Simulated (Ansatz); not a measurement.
Consider CH11N3Si2 (SMILES C[SiH2][Si](N)(N)N).

```xyz
17

C     0.0570   -1.8193   -1.7493
Si    0.9833   -1.2075   -0.2247
Si   -0.0955    0.7124    0.5849
N     0.9048    1.4093    1.8037
N    -0.3542    1.9950   -0.5356
N    -1.7000    0.1705    0.9380
H     0.0677   -1.0503   -2.5275
H     0.4956   -2.7310   -2.1630
H    -0.9878   -2.0186   -1.4946
H     2.4025   -0.9308   -0.5789
H     1.0068   -2.2898    0.8023
H     1.4531    0.8346    2.4210
H     0.6505    2.2799    2.2425
H    -1.0402    1.9046   -1.2651
H     0.4064    2.5942   -0.8064
H    -2.4195    0.8402    1.1619
H    -1.8495   -0.6939    1.4311
```

The calculation used RKS BHLYP-D4/def2-SVP in Ansatz.

What can the converged electron density and electron localisation function tell about the bonding?

Answer. Si–N (1.72 Å): the density is about 1.1 e/Å³ at the midpoint; the ELF peaks at about 0.95 between the atoms, as expected for a polar covalent bond.
N–H (1.01 Å): ρ at the midpoint is about 2.8 e/Å³; the ELF climbs to about 1 towards the hydrogen, as it does in any bond to H; a covalent bond by its length.

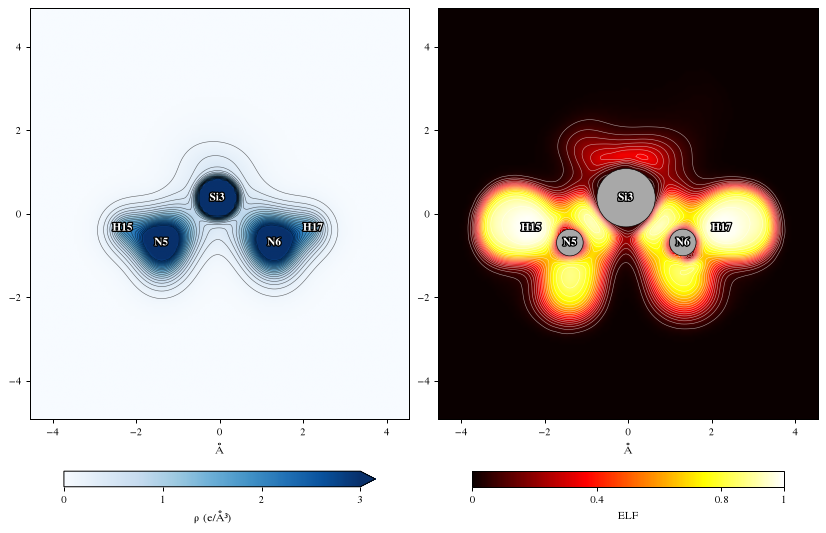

Computed electron density and electron localisation function on the plane of atoms N5, Si3 and N6, in this order. Grey discs cover the atomic cores in the ELF map. 
